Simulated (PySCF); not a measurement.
```xyz
10
charge 0, multiplicity 1
O     1.9127    0.9374    0.1641
C     0.9479    0.8774   -0.5434
C    -0.4148    0.4405   -0.0306
F    -1.3283    0.5467   -1.0457
C    -0.3717   -0.9657    0.5131
F     0.1290   -1.8226   -0.4280
H     0.9643    1.1417   -1.6310
H    -0.7026    1.1236    0.7907
H     0.2789   -0.9781    1.4033
H    -1.3891   -1.2875    0.7896
```

Work out the structure from the coordinates.

The molecule is C3H4F2O. Its SMILES string is `O=C[C@@H](F)CF`. It has no ring. Among its groups: aldehyde, C–F bond. The point group is C1. Coordination: 1 C trigonal planar; 2 C tetrahedral.

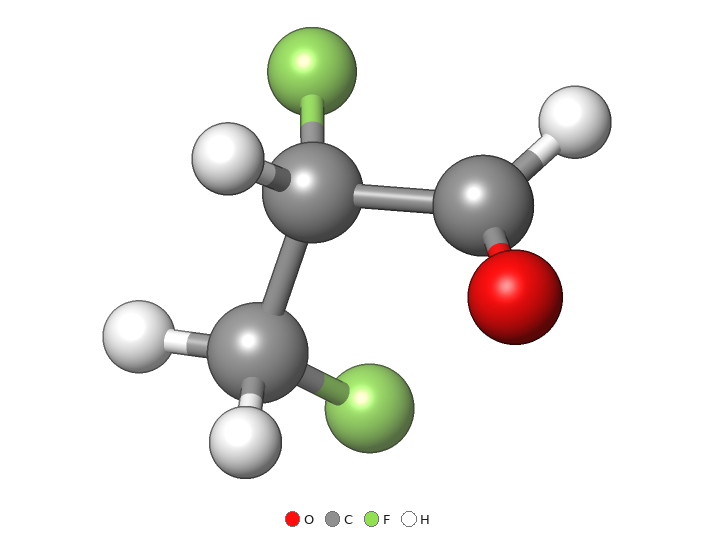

The picture comes from a calculation with PySCF.
